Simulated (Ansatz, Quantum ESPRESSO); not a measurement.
# 1T-SiSSe, 2 layers, AA stacking: response to a perpendicular field, part 4 of 6

How does 1T-SiSSe, 2 layers, AA stacking respond to a gate-like field without added charge?

Quantum ESPRESSO 7.5; plane-wave DFT, PBE, GBRV ultrasoft pseudopotentials; geometry and cross-check by Ansatz 0.2.0 with PAW datasets.

So far. Step 4 (Potential by pp.x): The vacuum is flat to 0.1 meV/Å, so its level is well defined. Inside the slab the curve depends on the local part of the pseudopotentials; only the vacuum level has a meaning of its own. Step 5 (Bands along a path: no field): Along this path the valence top lies between Γ and M and the conduction bottom at M.

### Step 6. Self-consistent run: field 0.1 V/Å

eamp is the field in Hartree atomic units (1 a.u. = 51.42 V/Å). With dipfield on, it is the field in the vacuum beside an isolated sheet. The run starts from the density of the one before.

f1.in

```
&control
  prefix = 'f1'
  outdir = './out'
  pseudo_dir = './pseudo'
  calculation = 'scf'
  tprnfor = .true.
  tefield = .true.
  dipfield = .true.
/
&system
  ibrav = 0
  nat = 6
  ntyp = 3
  ecutwfc = 40
  ecutrho = 200
  occupations = 'smearing'
  smearing = 'fd'
  degauss = 0.004
  edir = 3
  emaxpos = 0.97
  eopreg = 0.04
  eamp = 0.00194469
/
&electrons
  conv_thr = 1e-09
  mixing_beta = 0.4
  electron_maxstep = 120
  mixing_mode = 'plain'
  startingpot = 'file'
/
ATOMIC_SPECIES
  Se  78.9710  se_pbe_v1.uspp.F.UPF
  Si  28.0850  si_pbe_v1.uspp.F.UPF
  S   32.0600  s_pbe_v1.4.uspp.F.UPF
CELL_PARAMETERS angstrom
  3.37259245400277 -0.00000000000000 -0.00000000000000
  -1.68629622700139 2.92075074177810 0.00000000000000
  -0.00000000000000 0.00000000000000 24.14728679530000
ATOMIC_POSITIONS crystal
  Se  0.666666666667 0.333333333333 0.320728677658
  Si  -0.000000000000 -0.000000000000 0.381060233240
  S   0.333333333333 0.666666666667 0.434954063310
  Se  0.666666666667 0.333333333333 0.564754296182
  Si  0.000000000000 0.000000000000 0.625047056169
  S   0.333333333333 0.666666666667 0.679037626241
K_POINTS automatic
  12 12 1 0 0 0
```

Started as:

```sh
> cp -r out/f0.save out/f1.save
> OMP_NUM_THREADS=1 mpirun -n 4 pw.x -nk 4 -in f1.in > f1.out
```

The log of the run:

```text
[banner, memory and clock lines left out]
Program PWSCF v.7.5 starts
[...]
number of electrons       =        32.00
     number of Kohn-Sham states=           20
     kinetic-energy cutoff     =      40.0000  Ry
     charge density cutoff     =     200.0000  Ry
[...]
number of k points=    74  Fermi-Dirac smearing, width (Ry)=  0.0040
[...]
Dense  grid:    76711 G-vectors     FFT dimensions: (  30,  30, 216)
[...]
The initial density is read from file :
[...]
negative rho (up, down):  4.751E-04 0.000E+00
[...]
Starting wfcs are   24 randomized atomic wfcs
[...]
negative rho (up, down):  4.744E-04 0.000E+00
[...]
estimated scf accuracy    <       0.02944597 Ry
[...]
negative rho (up, down):  4.786E-04 0.000E+00
[...]
estimated scf accuracy    <       2.23310884 Ry
[...]
negative rho (up, down):  4.757E-04 0.000E+00
[...]
estimated scf accuracy    <       0.00206285 Ry
[...]
negative rho (up, down):  4.746E-04 0.000E+00
[...]
estimated scf accuracy    <       0.00151376 Ry
[...]
negative rho (up, down):  4.741E-04 0.000E+00
[...]
estimated scf accuracy    <       0.00108397 Ry
[...]
negative rho (up, down):  4.747E-04 0.000E+00
[...]
estimated scf accuracy    <       0.00082710 Ry
[...]
negative rho (up, down):  4.745E-04 0.000E+00
[...]
estimated scf accuracy    <       0.00022228 Ry
[...]
negative rho (up, down):  4.743E-04 0.000E+00
[...]
estimated scf accuracy    <       0.00019110 Ry
[...]
negative rho (up, down):  4.741E-04 0.000E+00
[...]
estimated scf accuracy    <       0.00014635 Ry
[...]
negative rho (up, down):  4.745E-04 0.000E+00
[...]
estimated scf accuracy    <       0.00006221 Ry
[...]
negative rho (up, down):  4.746E-04 0.000E+00
[...]
estimated scf accuracy    <       0.00000339 Ry
[...]
negative rho (up, down):  4.745E-04 0.000E+00
[...]
estimated scf accuracy    <       0.00000046 Ry
[...]
negative rho (up, down):  4.743E-04 0.000E+00
[...]
estimated scf accuracy    <       0.00000037 Ry
[...]
negative rho (up, down):  4.744E-04 0.000E+00
[...]
estimated scf accuracy    <       0.00000056 Ry
[...]
negative rho (up, down):  4.745E-04 0.000E+00
[...]
estimated scf accuracy    <       0.00000024 Ry
[...]
negative rho (up, down):  4.744E-04 0.000E+00
[...]
estimated scf accuracy    <       0.00000014 Ry
[...]
negative rho (up, down):  4.744E-04 0.000E+00
[...]
estimated scf accuracy    <       0.00000002 Ry
[...]
negative rho (up, down):  4.744E-04 0.000E+00
[...]
estimated scf accuracy    <       0.00000001 Ry
[...]
negative rho (up, down):  4.744E-04 0.000E+00
[...]
estimated scf accuracy    <          1.4E-09 Ry
[...]
negative rho (up, down):  4.744E-04 0.000E+00
[...]
Computed dipole along edir(3) :
        Dipole                0.0448 Ry au,          0.1139 Debye
        Dipole field          0.0004 Ry au,
        E field amplitude [Ha a.u.]:  1.9447E-03
        Potential amp.        0.1397 Ry
        Total length         43.8065 bohr
[...]
the Fermi energy is     0.7227 ev
!    total energy              =    -154.77199491 Ry
     estimated scf accuracy    <          3.0E-11 Ry
     smearing contrib. (-TS)   =      -0.00008703 Ry
     internal energy E=F+TS    =    -154.77190788 Ry
[...]
one-electron contribution =    -793.52112350 Ry
     hartree contribution      =     406.16653446 Ry
     xc contribution           =     -85.18207290 Ry
     ewald contribution        =     317.76491256 Ry
     electric field correction =      -0.00015851 Ry
     convergence has been achieved in  20 iterations
     negative rho (up, down):  4.744E-04 0.000E+00
[...]
Total force =     0.007203     Total SCF correction =     0.000016
[...]
```

Run time: 2.1 min. Hardware: 4 MPI ranks of Arm Neoverse V1, shared host; peak memory 0.75 GiB.

Read from the output:

* free energy: -2105.7803 eV
* energy at zero smearing: -2105.7797 eV
* Fermi energy: 0.7227 eV
* dipole along the normal: 0.02371 e·Å
* valence top, on the run's zero: 0.5066 eV
* conduction bottom, on the run's zero: 0.8827 eV
* gap by band count: 0.3762 eV

The dipole goes from -0.0306 to 0.0237 e Å, 0.5432 e Å per V/Å.

### Step 7. Potential by pp.x

f1.pot.in

```
&inputpp
  prefix = 'f1'
  outdir = './out'
  filplot = 'f1.pot.dat'
  plot_num = 11
/
```

Started as:

```sh
> OMP_NUM_THREADS=1 mpirun -n 4 pp.x -in f1.pot.in > f1.pot.out
```

Run time: 1.2 s. Hardware: 4 MPI ranks; peak memory 0.11 GiB; 4.5 s of CPU time.

Read from the output:

- slope of the potential above: 0.1000 eV/Å
- upper vacuum line continued to the top atoms, over the valence top: 5.815 eV
- slope of the potential below: 0.09995 eV/Å
- lower vacuum line continued to the bottom atoms, over the valence top: 5.385 eV

The slope in the vacuum is 0.100 eV/Å for an applied 0.10 V/Å, as it should be.

### Step 8. Ground state: field 0.2 V/Å

f2.in, as its differences from the input of step 6:

```diff
@@ -1,3 +1,3 @@
 &control
-  prefix = 'f1'
+  prefix = 'f2'
   outdir = './out'
@@ -21,3 +21,3 @@
   eopreg = 0.04
-  eamp = 0.00194469
+  eamp = 0.00388938
 /
```

Started as:

```sh
> cp -r out/f0.save out/f2.save
> OMP_NUM_THREADS=1 mpirun -n 4 pw.x -nk 4 -in f2.in > f2.out
```

The log of the run:

```text
[banner, memory and clock lines left out]
Program PWSCF v.7.5 starts
[...]
number of electrons       =        32.00
     number of Kohn-Sham states=           20
     kinetic-energy cutoff     =      40.0000  Ry
     charge density cutoff     =     200.0000  Ry
[...]
number of k points=    74  Fermi-Dirac smearing, width (Ry)=  0.0040
[...]
Dense  grid:    76711 G-vectors     FFT dimensions: (  30,  30, 216)
[...]
The initial density is read from file :
[...]
negative rho (up, down):  4.751E-04 0.000E+00
[...]
Starting wfcs are   24 randomized atomic wfcs
[...]
negative rho (up, down):  4.727E-04 0.000E+00
[...]
estimated scf accuracy    <       0.20377848 Ry
[...]
negative rho (up, down):  3.313E-04 0.000E+00
[...]
estimated scf accuracy    <      77.28754652 Ry
[...]
negative rho (up, down):  3.179E-04 0.000E+00
[...]
estimated scf accuracy    <       0.04301238 Ry
[...]
negative rho (up, down):  3.107E-04 0.000E+00
[...]
estimated scf accuracy    <       0.03333847 Ry
[...]
negative rho (up, down):  3.091E-04 0.000E+00
[...]
estimated scf accuracy    <       0.01762622 Ry
[...]
negative rho (up, down):  3.164E-04 0.000E+00
[...]
estimated scf accuracy    <       0.01673449 Ry
[...]
negative rho (up, down):  3.290E-04 0.000E+00
[...]
estimated scf accuracy    <       0.01047320 Ry
[...]
negative rho (up, down):  3.290E-04 0.000E+00
[...]
estimated scf accuracy    <       0.00821743 Ry
[...]
negative rho (up, down):  3.318E-04 0.000E+00
[...]
estimated scf accuracy    <       0.00733242 Ry
[...]
negative rho (up, down):  3.617E-04 0.000E+00
[...]
estimated scf accuracy    <       0.00598603 Ry
[...]
negative rho (up, down):  4.629E-04 0.000E+00
[...]
estimated scf accuracy    <       0.00179324 Ry
[...]
negative rho (up, down):  4.628E-04 0.000E+00
[...]
estimated scf accuracy    <       0.00002534 Ry
[...]
negative rho (up, down):  4.621E-04 0.000E+00
[...]
estimated scf accuracy    <       0.00002629 Ry
[...]
negative rho (up, down):  4.555E-04 0.000E+00
[...]
estimated scf accuracy    <       0.00001517 Ry
[...]
negative rho (up, down):  4.673E-04 0.000E+00
[...]
estimated scf accuracy    <       0.00001938 Ry
[...]
negative rho (up, down):  4.710E-04 0.000E+00
[...]
estimated scf accuracy    <       0.00001654 Ry
[...]
negative rho (up, down):  4.720E-04 0.000E+00
[...]
estimated scf accuracy    <       0.00001436 Ry
[...]
negative rho (up, down):  4.730E-04 0.000E+00
[...]
estimated scf accuracy    <       0.00001134 Ry
[...]
negative rho (up, down):  4.744E-04 0.000E+00
[...]
estimated scf accuracy    <       0.00000433 Ry
[...]
negative rho (up, down):  4.735E-04 0.000E+00
[...]
estimated scf accuracy    <       0.00000006 Ry
[...]
negative rho (up, down):  4.737E-04 0.000E+00
[...]
estimated scf accuracy    <          4.8E-09 Ry
[...]
negative rho (up, down):  4.735E-04 0.000E+00
[...]
estimated scf accuracy    <       0.00000005 Ry
[...]
negative rho (up, down):  4.732E-04 0.000E+00
[...]
Computed dipole along edir(3) :
        Dipole                0.1485 Ry au,          0.3774 Debye
        Dipole field          0.0012 Ry au,
        E field amplitude [Ha a.u.]:  3.8894E-03
        Potential amp.        0.2389 Ry
        Total length         43.8065 bohr
[...]
the Fermi energy is     0.7295 ev
!    total energy              =    -154.77237026 Ry
     estimated scf accuracy    <          4.7E-10 Ry
     smearing contrib. (-TS)   =      -0.00013155 Ry
     internal energy E=F+TS    =    -154.77223870 Ry
[...]
one-electron contribution =    -793.50569630 Ry
     hartree contribution      =     406.15112830 Ry
     xc contribution           =     -85.18160077 Ry
     ewald contribution        =     317.76491256 Ry
     electric field correction =      -0.00098250 Ry
     convergence has been achieved in  23 iterations
     negative rho (up, down):  4.732E-04 0.000E+00
[...]
Total force =     0.008011     Total SCF correction =     0.000065
[...]
```

Run time: 2.4 min. Hardware: 4 MPI ranks; peak memory 0.73 GiB.

Numbers from this step:

| Item | Value |
| --- | --- |
| free energy | -2105.7854 eV |
| energy at zero smearing | -2105.7845 eV |
| Fermi energy | 0.7295 eV |
| dipole along the normal | 0.07857 e·Å |
| valence top, on the run's zero | 0.5433 eV |
| conduction bottom, on the run's zero | 0.8581 eV |
| gap by band count | 0.3149 eV |

The dipole goes from -0.0306 to 0.0786 e Å, 0.5459 e Å per V/Å.

### Step 9. Potential by pp.x

f2.pot.in

```
&inputpp
  prefix = 'f2'
  outdir = './out'
  filplot = 'f2.pot.dat'
  plot_num = 11
/
```

Started as:

```sh
> OMP_NUM_THREADS=1 mpirun -n 4 pp.x -in f2.pot.in > f2.pot.out
```

The job ended after 1.2 s (4 MPI ranks; peak memory 0.11 GiB).

Numbers from this step:

- slope of the potential above: 0.2000 eV/Å
- upper vacuum line continued to the top atoms, over the valence top: 5.725 eV
- slope of the potential below: 0.1999 eV/Å
- lower vacuum line continued to the bottom atoms, over the valence top: 5.438 eV

The slope in the vacuum is 0.200 eV/Å for an applied 0.20 V/Å, as it should be.

### Step 10. Band structure: field 0.2 V/Å

f2.bands.in

```
&control
  prefix = 'f2.bands'
  outdir = './out'
  pseudo_dir = './pseudo'
  calculation = 'bands'
  tefield = .true.
  dipfield = .true.
/
&system
  ibrav = 0
  nat = 6
  ntyp = 3
  ecutwfc = 40
  ecutrho = 200
  occupations = 'smearing'
  smearing = 'fd'
  degauss = 0.004
  edir = 3
  emaxpos = 0.97
  eopreg = 0.04
  eamp = 0.00388938
  nbnd = 22
/
&electrons
  conv_thr = 1e-07
  mixing_beta = 0.4
  electron_maxstep = 120
  mixing_mode = 'local-TF'
/
ATOMIC_SPECIES
  Se  78.9710  se_pbe_v1.uspp.F.UPF
  Si  28.0850  si_pbe_v1.uspp.F.UPF
  S   32.0600  s_pbe_v1.4.uspp.F.UPF
CELL_PARAMETERS angstrom
  3.37259245400277 -0.00000000000000 -0.00000000000000
  -1.68629622700139 2.92075074177810 0.00000000000000
  -0.00000000000000 0.00000000000000 24.14728679530000
ATOMIC_POSITIONS crystal
  Se  0.666666666667 0.333333333333 0.320728677658
  Si  -0.000000000000 -0.000000000000 0.381060233240
  S   0.333333333333 0.666666666667 0.434954063310
  Se  0.666666666667 0.333333333333 0.564754296182
  Si  0.000000000000 0.000000000000 0.625047056169
  S   0.333333333333 0.666666666667 0.679037626241
K_POINTS crystal_b
4
  0.0000000000 0.0000000000 0.0000000000 14
  0.5000000000 0.0000000000 0.0000000000 14
  0.3333333333 0.3333333333 0.0000000000 14
  0.0000000000 0.0000000000 0.0000000000 1
```

Started as:

```sh
> cp -r out/f2.save out/f2.bands.save
> cp out/f2.xml out/f2.bands.xml
> OMP_NUM_THREADS=1 mpirun -n 4 pw.x -nk 4 -in f2.bands.in > f2.bands.out
```

The log of the run:

```text
[banner, memory and clock lines left out]
Program PWSCF v.7.5 starts
[citation notice left out]

[...]
bravais-lattice index     =            0
     lattice parameter (alat)  =       6.3733  a.u.
     unit-cell volume          =    1605.1784 (a.u.)^3
     number of atoms/cell      =            6
     number of atomic types    =            3
     number of electrons       =        32.00
     number of Kohn-Sham states=           22
     kinetic-energy cutoff     =      40.0000  Ry
     charge density cutoff     =     200.0000  Ry
     Exchange-correlation=  SLA  PW   PBX  PBC
                           (   1   4   3   4   0   0   0)

[...]
PseudoPot. # 1 for Se read from file:
     ./pseudo/se_pbe_v1.uspp.F.UPF
     Pseudo is Ultrasoft + core correction, Zval =  6.0
     Generated by new atomic code, or converted to UPF format
     Using radial grid of  877 points,  6 beta functions with:
                l(1) =   0
                l(2) =   0
                l(3) =   1
                l(4) =   1
                l(5) =   2
                l(6) =   2
     Q(r) pseudized with  8 coefficients,  rinner =    1.300   1.300   1.300
                                                       1.300   1.300

     PseudoPot. # 2 for Si read from file:
     ./pseudo/si_pbe_v1.uspp.F.UPF
     Pseudo is Ultrasoft + core correction, Zval =  4.0
     Generated by new atomic code, or converted to UPF format
     Using radial grid of  899 points,  6 beta functions with:
                l(1) =   0
                l(2) =   0
                l(3) =   1
                l(4) =   1
                l(5) =   2
                l(6) =   2
     Q(r) pseudized with  8 coefficients,  rinner =    0.900   0.900   0.900
                                                       0.900   0.900

     PseudoPot. # 3 for S  read from file:
     ./pseudo/s_pbe_v1.4.uspp.F.UPF
     Pseudo is Ultrasoft + core correction, Zval =  6.0
     Generated by new atomic code, or converted to UPF format
     Using radial grid of  907 points,  6 beta functions with:
                l(1) =   0
                l(2) =   0
                l(3) =   1
                l(4) =   1
                l(5) =   2
                l(6) =   2
     Q(r) pseudized with  8 coefficients,  rinner =    1.300   1.300   1.300
                                                       1.300   1.300

     atomic species   valence    mass     pseudopotential
     Se                6.00    78.97100     Se( 1.00)
     Si                4.00    28.08500     Si( 1.00)
     S                 6.00    32.06000     S ( 1.00)

     No symmetry found

[...]
number of k points=    43  Fermi-Dirac smearing, width (Ry)=  0.0040
[...]
Dense  grid:    76711 G-vectors     FFT dimensions: (  30,  30, 216)

     Smooth grid:    54741 G-vectors     FFT dimensions: (  25,  25, 192)

     The potential is recalculated from file :
     ./out/f2.bands.save/charge-density

     negative rho (up, down):  4.732E-04 0.000E+00

     Adding external electric field

     Computed dipole along edir(3) :
        Dipole                0.1485 Ry au,          0.3774 Debye
        Dipole field          0.0012 Ry au,

        E field amplitude [Ha a.u.]:  3.8894E-03
        Potential amp.        0.2389 Ry
        Total length         43.8065 bohr

     Starting wfcs are   24 randomized atomic wfcs

     Band Structure Calculation
     Davidson diagonalization with overlap
     c_bands:  1 eigenvalues not converged

     ethr =  3.13E-10,  avg # of iterations = 91.7

     End of band structure calculation

          k = 0.0000 0.0000 0.0000 (  6799 PWs)   bands (ev):

   -15.3105 -14.9225 -13.0312 -12.6116  -6.0969  -5.3421  -1.8080  -1.0820
    -1.0820  -0.6672  -0.6672  -0.6387   0.1508   0.1508   0.5049   0.5049
     2.9276   3.4951   4.1151   4.6032   4.7237   4.7237

          k = 0.0357 0.0206 0.0000 (  6865 PWs)   bands (ev):

   -15.2924 -14.9044 -13.0182 -12.5988  -6.0864  -5.3360  -1.8063  -1.2312
    -1.1352  -0.8378  -0.7220  -0.6204   0.0262   0.1613   0.3841   0.5172
     3.0401   3.5855   4.2255   4.6451   4.7398   4.7582

[...]
```

Wall time 60 s (4 MPI ranks); peak memory 0.38 GiB.

This step gave:

```
valence top, on the run's zero       : 0.5422 eV
conduction bottom, on the run's zero : 0.8582 eV
gap by band count                    : 0.3160 eV
```

Band numbers count within the set of bands kept for display. The electronic bands at the labelled points (eV, zero at the highest filled level of the SCF mesh; v1 is the highest filled band, c1 the lowest empty one):

```
point     v4     v3     v2     v1    c1    c2    c3    c4
    Γ  -0.39  -0.39  -0.04  -0.04  2.38  2.95  3.57  4.06
    M  -1.86  -1.45  -1.17  -0.78  0.31  0.69  3.91  4.18
    K  -2.09  -1.86  -1.42  -1.26  1.73  2.44  5.03  5.21
    Γ  -0.39  -0.39  -0.04  -0.04  2.38  2.95  3.57  4.06
```

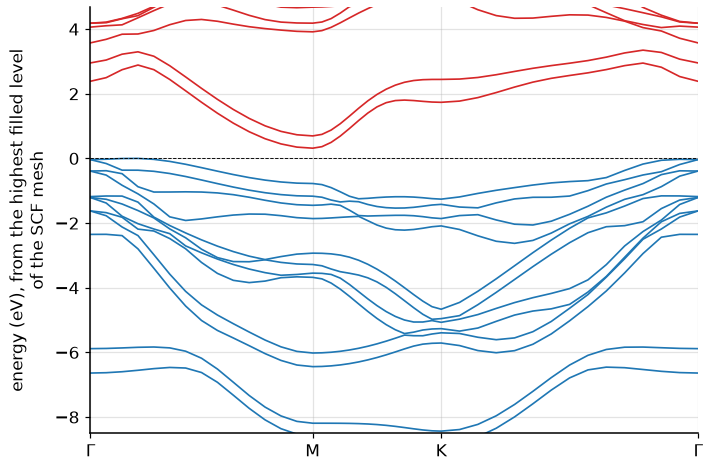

Electronic bands along the path; lines of filled and empty bands in two colours.

Upper empty bands that drop with the field can be states of the vacuum, held by the sawtooth; they depend on the cell's width.

Along this path the valence top lies between Γ and M and the conduction bottom at M.

(Continued in part 5 of 6.)

[Logs are printed without paths, hosts, clocks, repeated set-up lines and the standing remarks that a program may print on its own settings, such as how far it seeks lower states.]

[Hosts, paths, dates, database ids (printed as entryN), source tags and the programs' standing remarks are cut or masked in the printed files.]

[Maps of the electrostatic potential energy from Ansatz leave out the sawtooth potential of an applied field or a dipole correction, so their vacuum need not be flat; planar profiles and work functions include it.]
